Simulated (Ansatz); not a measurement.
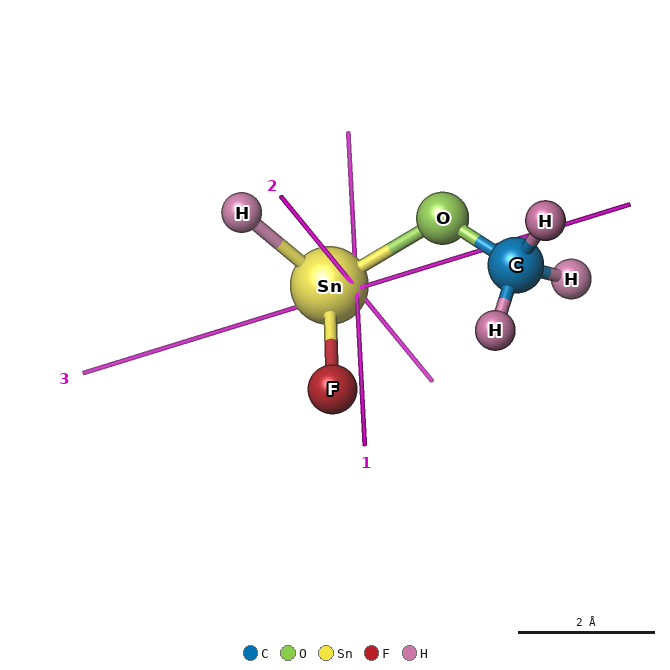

The three principal axes of inertia are drawn and numbered. Depth is shown by fading: the farther an atom, the more it takes the colour of the background. State: neutral, doublet. The geometry was computed by an optimisation with PBE-D4/def2-SVP. No frequency run is at hand to confirm it as a minimum. Masses are those of the most abundant isotopes; constants are for the rigid equilibrium geometry.

Which line is the a axis (least moment of inertia), which b and which c?

a is line 3, b is line 1, c is line 2; the moments are 79.8, 173, 242 u Å².

What kind of rotor is it, and what are its rotational constants in cm⁻¹?

An asymmetric top (C1): A = 0.211, B = 0.0976, C = 0.0698 cm⁻¹. Ray's parameter κ is −0.61, nearer the prolate limit.
